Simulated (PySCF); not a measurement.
## Electronic structure of C$_{4}$H$_{9}$PS in real space

```xyz
15

C    -1.8236    0.2913   -0.3718
C    -0.4463   -0.3462   -0.3555
C     0.7019    0.5614   -0.8508
P     1.8076   -0.1148    0.4751
S     3.0476    0.9342    1.5138
C     0.1236   -0.6322    1.0517
H    -2.1231    0.5211   -1.3922
H    -1.8255    1.2141    0.2048
H    -2.5587   -0.3858    0.0582
H    -0.4642   -1.2691   -0.9400
H     1.0001    0.4518   -1.8917
H     0.4999    1.6154   -0.6452
H     2.3097   -1.2844   -0.1082
H    -0.2386    0.0898    1.7877
H    -0.0148   -1.6385    1.4421
```

Geometry: GFN2-xTB.

All numbers below come from CAM-B3LYP/def2-SVPD, SCF density, gas phase in PySCF.

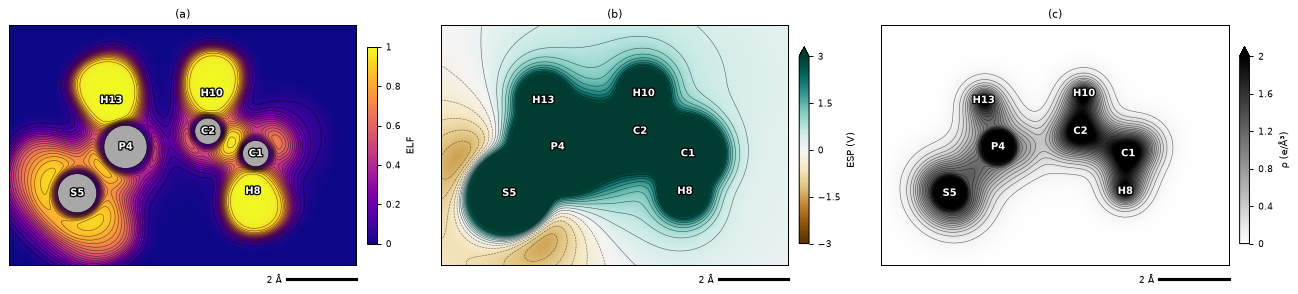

Figure 1. (a) ELF; (b) electrostatic potential; (c) electron density on the plane of atoms C1, C2 and H10. Grey discs cover the atomic cores in the ELF map.

Q: What does the map show?

A: Atoms in the plane: C, P, S and H. C–C (1.52 Å): ρ at the midpoint is about 1.7 e/Å³; the ELF peaks at about 0.95 between the atoms, as expected for localised, covalent bonding. P–S (1.93 Å): the density is about 1.2 e/Å³ at the midpoint; the ELF peaks at about 0.90 between the atoms; a covalent bond. C–H (1.09 Å): ρ is about 1.9 e/Å³ halfway; the ELF climbs to about 1 towards the hydrogen, as it does in any bond to H: an ordinary covalent bond to hydrogen. P–H (1.40 Å): the density is about 1.1 e/Å³ at the midpoint; the ELF climbs to about 1 towards the hydrogen. The ELF also peaks beside S5, away from the bonds: lone-pair regions. Outside the dense part of the molecule the potential is most negative (−1.5 V) near S5.

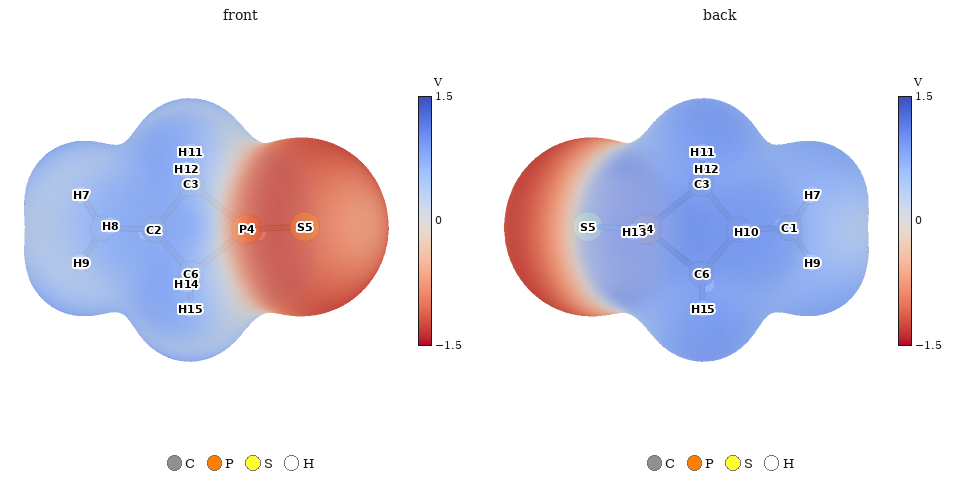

Figure 2. The electrostatic potential painted on the density surface at 0.001 e/bohr³, seen from the front and from behind; the colour scale runs from red (negative) to blue (positive).

Q: Where is the surface potential most negative and most positive?

A: The most negative region (about −1.3 V) lies over S5, the most positive (about +1.0 V) over C3, C6, H10 and H13.
